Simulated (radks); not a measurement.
# Nuclear size and the levels of Re

Aim: how the total energy, the levels and the density at the nucleus of Re respond when the nuclear radius is scaled.

The numbers are computed with radks (a radial shooting solver on a logarithmic mesh, Libxc functionals) version 1 (Dirac Kohn-Sham, relativistic LDA (MacDonald-Vosko exchange, VWN5 correlation), spin-unpolarised, spherical densities, finite nucleus; open shells fill j = l - 1/2 first), except any that are marked as measured or tabulated.

## Step 1: The atom as given

```
element            : rhenium (Z = 75)
charge             : 0
electrons          : 75
configuration      : [Xe] 4f14 5d5 6s2
nuclear rms radius : 5.3698 fm
```

In the logs a row gives level, spin channel, occupation and eigenvalue; Etot, Ekin, Encl (electron-nucleus), Eh (Hartree) and Exc are energies, all in hartree; err is the last residual, it the number of iterations.

## Step 2: rms radius 5.3698 fm

Settings of this run:

```text
Z 75
configuration [Xe] 4f14 5d5 6s2 6p0 7s0
relativity Dirac
functional lda_x_rel,vwn5
spin unpolarised
j_filling energy
nucleus finite rms 5.3698 fm
c 137.035999084
```

The log of the run:

```text
1s1/2   1   2.0000       -2610.38885525
2s1/2   1   2.0000        -452.85435498
2p1/2   1   2.0000        -433.80457071
2p3/2   1   4.0000        -381.58168614
3s1/2   1   2.0000        -104.86614625
3p1/2   1   2.0000         -96.26892220
3p3/2   1   4.0000         -84.91743331
3d3/2   1   4.0000         -70.34339344
3d5/2   1   6.0000         -67.86474633
4s1/2   1   2.0000         -21.83645732
4p1/2   1   2.0000         -18.23455943
4p3/2   1   4.0000         -15.57635422
4d3/2   1   4.0000          -9.62446759
4d5/2   1   6.0000          -9.13072535
4f5/2   1   6.0000          -1.60532631
4f7/2   1   8.0000          -1.51291410
5s1/2   1   2.0000          -3.10253013
5p1/2   1   2.0000          -2.00724217
5p3/2   1   4.0000          -1.60450674
5d3/2   1   4.0000          -0.21743355
5d5/2   1   1.0000          -0.18530527
6s1/2   1   2.0000          -0.22209906
6p1/2   1   0.0000          -0.06638066
6p3/2   1   0.0000          -0.04661233
7s1/2   1   0.0000          -0.00104479
Etot -16672.91810022286
Ekin 18772.6839214892
Encl -41681.18195950414
Eh 6525.806076283063
Exc -290.22613849098457
err 1.1152487728153732e-08
it 15
```

The top filled level is 5d5/2, -5.042 eV.

From the orbitals of this run (lengths in bohr):

| level | occupation | energy (eV) | <r> | outermost maximum (interpolated) | 90 % within | nodes |
| --- | --- | --- | --- | --- | --- | --- |
| 5p3/2 | 4 | -43.661 | 1.243 | 1.09 | 1.82 | 3 |
| 4f7/2 | 8 | -41.168 | 0.5848 | 0.418 | 0.962 | 0 |
| 6s1/2 | 2 | -6.044 | 3.078 | 2.57 | 4.59 | 5 |
| 5d3/2 | 4 | -5.917 | 1.893 | 1.40 | 3.03 | 2 |
| 5d5/2 | 1 | -5.042 | 1.985 | 1.45 | 3.20 | 2 |
| 6p1/2 | 0 | -1.806 | 4.265 | 3.36 | 6.58 | 4 |
| 6p3/2 | 0 | -1.268 | 4.812 | 3.77 | 7.45 | 4 |
| 7s1/2 | 0 | -0.028 | 17.81 | 9.72 | 32.4 | 6 |

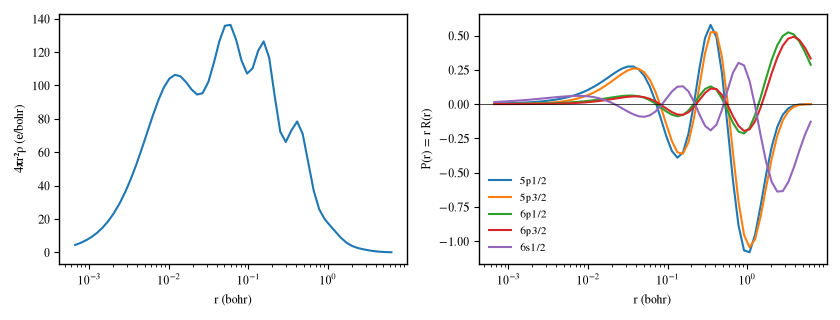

Left: shells in the radial density. Right: radial functions of the outer levels.

## Step 3: rms radius 4.4247 fm

Changes since step 2:

```diff
@@ -6,3 +6,3 @@
 j_filling energy
-nucleus finite rms 5.3698 fm
+nucleus finite rms 4.4247 fm
 c 137.035999084
```

The log of the run:

```text
1s1/2   1   2.0000       -2610.69672470
2s1/2   1   2.0000        -452.89815104
2p1/2   1   2.0000        -433.80516855
2p3/2   1   4.0000        -381.57985654
3s1/2   1   2.0000        -104.87591989
3p1/2   1   2.0000         -96.26903654
3p3/2   1   4.0000         -84.91692444
3d3/2   1   4.0000         -70.34292905
3d5/2   1   6.0000         -67.86430552
4s1/2   1   2.0000         -21.83886753
4p1/2   1   2.0000         -18.23456202
4p3/2   1   4.0000         -15.57620578
4d3/2   1   4.0000          -9.62434459
4d5/2   1   6.0000          -9.13060786
4f5/2   1   6.0000          -1.60524784
4f7/2   1   8.0000          -1.51283718
5s1/2   1   2.0000          -3.10294600
5p1/2   1   2.0000          -2.00721848
5p3/2   1   4.0000          -1.60446206
5d3/2   1   4.0000          -0.21740654
5d5/2   1   1.0000          -0.18527968
6s1/2   1   2.0000          -0.22212742
6p1/2   1   0.0000          -0.06637111
6p3/2   1   0.0000          -0.04660281
7s1/2   1   0.0000          -0.00104478
Etot -16673.684056615042
Ekin 18777.334364441333
Encl -41686.64879396572
Eh 6525.857256556007
Exc -290.22688364665606
err 1.115719550214703e-08
it 15
```

E − E(step 2, rms radius 5.3698 fm) = -20.843 eV. Highest occupied level: 5d5/2 at -5.042 eV.

## Step 4: rms radius 4.8704 fm

Changes since step 3:

```diff
@@ -6,3 +6,3 @@
 j_filling energy
-nucleus finite rms 4.4247 fm
+nucleus finite rms 4.8704 fm
 c 137.035999084
```

The log of the run:

```text
1s1/2   1   2.0000       -2610.55635292
2s1/2   1   2.0000        -452.87818028
2p1/2   1   2.0000        -433.80489709
2p3/2   1   4.0000        -381.58069077
3s1/2   1   2.0000        -104.87146310
3p1/2   1   2.0000         -96.26898469
3p3/2   1   4.0000         -84.91715647
3d3/2   1   4.0000         -70.34314079
3d5/2   1   6.0000         -67.86450652
4s1/2   1   2.0000         -21.83776846
4p1/2   1   2.0000         -18.23456091
4p3/2   1   4.0000         -15.57627346
4d3/2   1   4.0000          -9.62440067
4d5/2   1   6.0000          -9.13066143
4f5/2   1   6.0000          -1.60528362
4f7/2   1   8.0000          -1.51287226
5s1/2   1   2.0000          -3.10275636
5p1/2   1   2.0000          -2.00722929
5p3/2   1   4.0000          -1.60448243
5d3/2   1   4.0000          -0.21741886
5d5/2   1   1.0000          -0.18529135
6s1/2   1   2.0000          -0.22211449
6p1/2   1   0.0000          -0.06637546
6p3/2   1   0.0000          -0.04660715
7s1/2   1   0.0000          -0.00104478
Etot -16673.334816789193
Ekin 18775.200004571765
Encl -41684.142195483655
Eh 6525.833918775172
Exc -290.2265446524731
err 1.1155910042906682e-08
it 15
```

E − E(step 2, rms radius 5.3698 fm) = -11.339 eV. 5d5/2 is the highest filled level (-5.042 eV).

## Step 5: rms radius 5.5953 fm

Changes since step 4:

```diff
@@ -6,3 +6,3 @@
 j_filling energy
-nucleus finite rms 4.8704 fm
+nucleus finite rms 5.5953 fm
 c 137.035999084
```

The log of the run:

```text
1s1/2   1   2.0000       -2610.30978856
2s1/2   1   2.0000        -452.84311001
2p1/2   1   2.0000        -433.80441576
2p3/2   1   4.0000        -381.58215598
3s1/2   1   2.0000        -104.86363687
3p1/2   1   2.0000         -96.26889249
3p3/2   1   4.0000         -84.91756398
3d3/2   1   4.0000         -70.34351270
3d5/2   1   6.0000         -67.86485953
4s1/2   1   2.0000         -21.83583851
4p1/2   1   2.0000         -18.23455868
4p3/2   1   4.0000         -15.57639234
4d3/2   1   4.0000          -9.62449917
4d5/2   1   6.0000          -9.13075552
4f5/2   1   6.0000          -1.60534646
4f7/2   1   8.0000          -1.51293385
5s1/2   1   2.0000          -3.10242336
5p1/2   1   2.0000          -2.00724824
5p3/2   1   4.0000          -1.60451821
5d3/2   1   4.0000          -0.21744049
5d5/2   1   1.0000          -0.18531185
6s1/2   1   2.0000          -0.22209177
6p1/2   1   0.0000          -0.06638311
6p3/2   1   0.0000          -0.04661477
7s1/2   1   0.0000          -0.00104479
Etot -16672.721394754986
Ekin 18771.50647338952
Encl -41679.79485715665
Eh 6525.792935181209
Exc -290.2259461690642
err 1.115095219581558e-08
it 15
```

E − E(step 2, rms radius 5.3698 fm) = +5.353 eV. Highest occupied level: 5d5/2 at -5.043 eV.

## Step 6: rms radius 6.4062 fm

Changes since step 5:

```diff
@@ -6,3 +6,3 @@
 j_filling energy
-nucleus finite rms 5.5953 fm
+nucleus finite rms 6.4062 fm
 c 137.035999084
```

The log of the run:

```text
1s1/2   1   2.0000       -2610.00842770
2s1/2   1   2.0000        -452.80025936
2p1/2   1   2.0000        -433.80382025
2p3/2   1   4.0000        -381.58394664
3s1/2   1   2.0000        -104.85407478
3p1/2   1   2.0000         -96.26877801
3p3/2   1   4.0000         -84.91806201
3d3/2   1   4.0000         -70.34396722
3d5/2   1   6.0000         -67.86529096
4s1/2   1   2.0000         -21.83348055
4p1/2   1   2.0000         -18.23455551
4p3/2   1   4.0000         -15.57653761
4d3/2   1   4.0000          -9.62461955
4d5/2   1   6.0000          -9.13087051
4f5/2   1   6.0000          -1.60542325
4f7/2   1   8.0000          -1.51300913
5s1/2   1   2.0000          -3.10201653
5p1/2   1   2.0000          -2.00727132
5p3/2   1   4.0000          -1.60456193
5d3/2   1   4.0000          -0.21746692
5d5/2   1   1.0000          -0.18533689
6s1/2   1   2.0000          -0.22206403
6p1/2   1   0.0000          -0.06639246
6p3/2   1   0.0000          -0.04662409
7s1/2   1   0.0000          -0.00104480
Etot -16671.971679206083
Ekin 18767.070701295183
Encl -41674.56002901777
Eh 6525.742858370955
Exc -290.22520985445055
err 1.1147246390610606e-08
it 15
```

Energy against step 2 (rms radius 5.3698 fm): +25.753 eV. 5d5/2 is the highest filled level (-5.043 eV).

## Step 7: What came out

| rms radius (fm) | total energy shift (eV) | density at nucleus (e/bohr³) | 1s1/2 shift (meV) | 2s1/2 shift (meV) | 5p1/2 shift (meV) | 6s1/2 shift (meV) | 6p1/2 shift (meV) |
| --- | --- | --- | --- | --- | --- | --- | --- |
| 4.4247 | -20.8 | 1.633e+06 | -8378 | -1192 | 0.645 | -0.772 | 0.260 |
| 4.8704 | -11.3 | 1.578e+06 | -4558 | -648 | 0.350 | -0.420 | 0.141 |
| 5.3698 | 0 | 1.524e+06 | 0 | 0 | 0 | 0 | 0 |
| 5.5953 | 5.35 | 1.502e+06 | 2152 | 306 | -0.165 | 0.198 | -0.0667 |
| 6.4062 | 25.8 | 1.431e+06 | 10352 | 1472 | -0.793 | 0.953 | -0.321 |

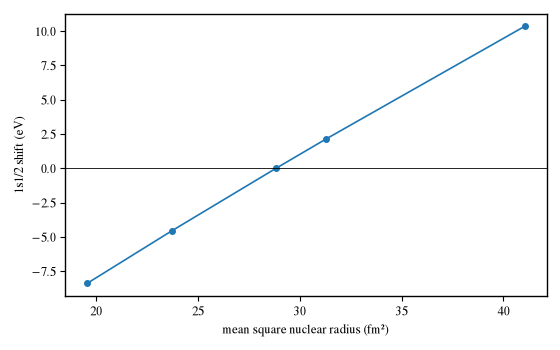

Shift of the 1s1/2 level against the mean square radius.

What this shows: Shifts are against the first run. Over the range the 1s1/2 level moves by 18.7 eV and the 6p1/2 level by -0.581 meV. A larger nucleus binds the 1s electrons less and lowers the density at its centre. These are shifts of eigenvalues, not the field shifts of spectral lines.
